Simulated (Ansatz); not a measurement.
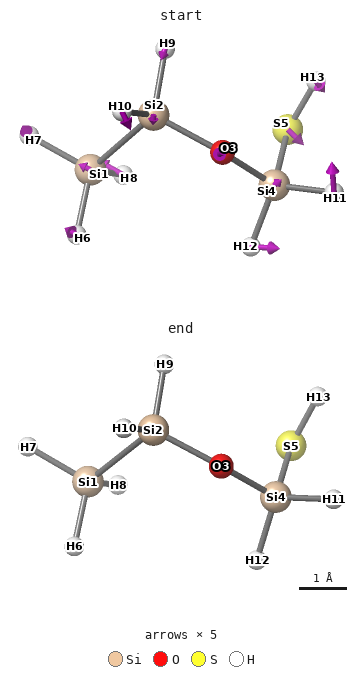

The structure of Si3H8SO before (top) and after (bottom) a relaxation, at one scale. The purple arrows give the displacements, 5 times their true length.

The picture is a ball-and-stick view, seen from a free direction.

The start comes from PBE-D4/def2-SVP.

Level of theory: RKS PBE0-D4/def2-TZVP (Ansatz).

The input:
```yaml
crystal:
  periodic: [false, false, false]
  atoms:
    - {symbol: Si, position_ang: [-2.179628, -0.224340, 0.020321]}
    - {symbol: Si, position_ang: [-0.455308, 1.383612, 0.097419]}
    - {symbol: O, position_ang: [0.950083, 0.727651, 0.775090]}
    - {symbol: Si, position_ang: [1.764364, -0.716350, 0.547332]}
    - {symbol: S, position_ang: [1.822261, -1.286643, -1.534858]}
    - {symbol: H, position_ang: [-2.505874, -0.708439, 1.409389]}
    - {symbol: H, position_ang: [-3.419565, 0.384209, -0.582917]}
    - {symbol: H, position_ang: [-1.757712, -1.404691, -0.813672]}
    - {symbol: H, position_ang: [-0.167733, 1.907839, -1.286405]}
    - {symbol: H, position_ang: [-0.851095, 2.542712, 0.969064]}
    - {symbol: H, position_ang: [3.139666, -0.526032, 1.108502]}
    - {symbol: H, position_ang: [1.044930, -1.858857, 1.205958]}
    - {symbol: H, position_ang: [2.636113, -0.255370, -1.900323]}
basis:
  gaussian: {orbitals: def2-TZVP}
hamiltonian: {xc: pbe0, dispersion: d4}
relax: {f_tol: 0.005, max_steps: 150}
```

Run as
```bash
ansatz run in.yaml --threads 4 --pin off --events-out ev --progress --plain --max-ram 10444MiB
```

Q: Summarise the run.

A: Over 10 accepted moves (12 points after the start) the energy falls by 8.09 kJ/mol. Largest force component: 0.68 eV/Å at the start, 0.0045 eV/Å at the end. The line search rejected the trial steps at points 5, 9 of the run. The largest moves after the best rigid fit, 0.15 Å, are those of H11 and H12. Largest moves by element: H 0.15 Å, S 0.10 Å, O 0.10 Å, Si 0.06 Å. Some distances before and after: Si2–O3 1.693 → 1.650 Å, O3–Si4 1.673 → 1.632 Å, Si4–S5 2.160 → 2.131 Å, S5–H13 1.364 → 1.344 Å. Among the angles between lasting bonds that change: Si2–O3–Si4 133.2° → 139.2°.
